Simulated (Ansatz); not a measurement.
**InH2 (SMILES [InH2]) at UCCSD/STO-3G**

Aim: the electronic atomisation energy of InH2 at UCCSD/STO-3G, from 3 runs. 

Program for the calculation: Ansatz 0.2.0.

22 further runs of the same task are left out: 22 set aside as unsound or not needed.

**1. The system as given**

InH2 has 3 atoms, charge 0, and is taken as a doublet. As SMILES, `[InH2]`. The shape is that of a PBE0-D4/def2-TZVP optimisation.

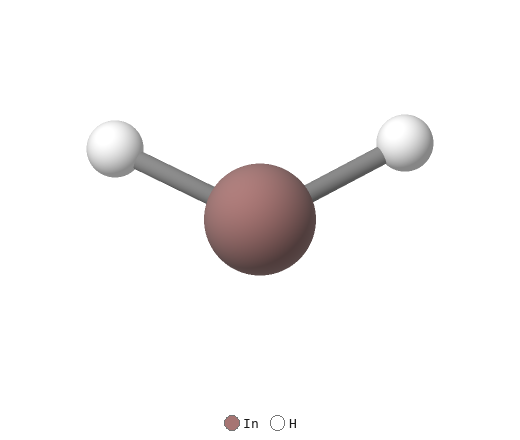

The structure, seen from a chosen angle (indium brown, hydrogen white).

**2. The energy at UCCSD/STO-3G**

Input file molecule.yaml:

```yaml
crystal:
  periodic: [false, false, false]
  atoms:
    - {symbol: In, position_ang: [0.384600, -0.425400, 0.149800]}
    - {symbol: H, position_ang: [0.691300, 1.265400, 0.521600]}
    - {symbol: H, position_ang: [-1.086900, -0.904800, -0.684700]}
basis:
  gaussian:
    orbitals: STO-3G
magnetization:
  spin_polarized: true
  initial_magnetization: 1
correlation:
  method: ccsd
  frozen_orbitals: {H: 0, In: 18}
accuracy: high
scf:
  omitted_lower_state_checks: [cluster_reference, increment]
```

Started as:

```
$ ansatz run molecule.yaml --threads 1 --pin off --max-ram 2610MiB --events-out events.jsonl --progress --plain --runs-dir runs
```

What it wrote, shortened:

```text
Warning: RAYON_NUM_THREADS=1 ignored (pool sized by the plan → 1); use --threads N
Functional definition: HF
  name "HF"
[...]
499 factors; integrals over basis functions are off by at most 4.0e-9 eV
[...]
mean field -154668.38936397 eV, -5683.9584711260 hartree, gradient 9.6e-9 eV, S^2 0.751135; 0 other end points of the search recorded, 0 dependent functions left out
18 core orbitals not correlated: weight in the atoms' cores, before any rotation towards them, 1.000 or more for the frozen orbitals, at most 0.000 for the correlated occupied ones
reference -154668.38936397 eV, -5683.9584711260 hartree; 8, 7 occupied and 3, 4 virtual orbitals, 499 factors
second order -0.65617080 eV of doubles, -0.00000000 eV of singles
cycle   1  -0.88588482 eV  change   -2.3e-1 eV  update   4.8e-2
[...]
cycle  20  -1.04033472 eV  change   5.6e-10 eV  update   1.2e-9
Total energy: -154669.42969868 eV, -5683.9967027217 hartree
Checks for a lower state left out: cluster_reference, increment
```

Run time: 0.58 s. Hardware: 1 thread of Arm Neoverse V2, shared host.

**3. The H atom: the energy at UHF/STO-3G**

Input file input.yaml:

```yaml
basis:
  gaussian:
    orbitals: STO-3G
crystal:
  periodic: [false, false, false]
  atoms:
    - {symbol: H, position_ang: [0.000000, 0.000000, 0.000000]}
magnetization:
  spin_polarized: true
  initial_magnetization: 1
hamiltonian:
  xc: hf
accuracy: high
```

Run the same way, it converges to -0.46658 Eh (log not shown).

**4. The In atom at the same level**

Input file job.yaml:

```yaml
crystal:
  periodic: [false, false, false]
  atoms:
    - {symbol: In, position_ang: [0.000000, 0.000000, 0.000000]}
basis:
  gaussian:
    orbitals: STO-3G
magnetization:
  spin_polarized: true
  initial_magnetization: 1
correlation:
  method: ccsd
  frozen_orbitals: {In: 18}
accuracy: high
scf:
  omitted_lower_state_checks: [cluster_reference, increment]
```

Run the same way, it converges to -5682.80391 Eh (log not shown).

**5. Results**

Level: UCCSD/STO-3G, 18 core orbitals frozen.

| quantity | value |
| --- | --- |
| molecule: total energy | -5683.99670 Eh |
| molecule: correlation energy (18 core orbitals frozen) | -38.2 mEh |
| molecule: ⟨S²⟩ of the reference determinant | 0.751 |
| molecule: T1 diagnostic | 0.006 |
| H atom: total energy | -0.46658 Eh |
| H atom: ⟨S²⟩ | 0.750 |
| In atom: total energy | -5682.80391 Eh |
| In atom: correlation energy (18 core orbitals frozen) | -26.5 mEh |
| In atom: ⟨S²⟩ of the reference determinant | 0.750 |
| In atom: T1 diagnostic | 0.000 |
| electronic atomisation energy | 7.065 eV |

What this shows: Taking the molecule apart into free atoms costs 7.06 eV (682 kJ/mol), before zero-point energy and without spin-orbit coupling. In a minimal basis such a difference can be off by several eV, whatever the method. Relativity is left out (molecule) although the molecule holds a heavy atom. Relativity is left out (In atom) although the molecule holds a heavy atom.
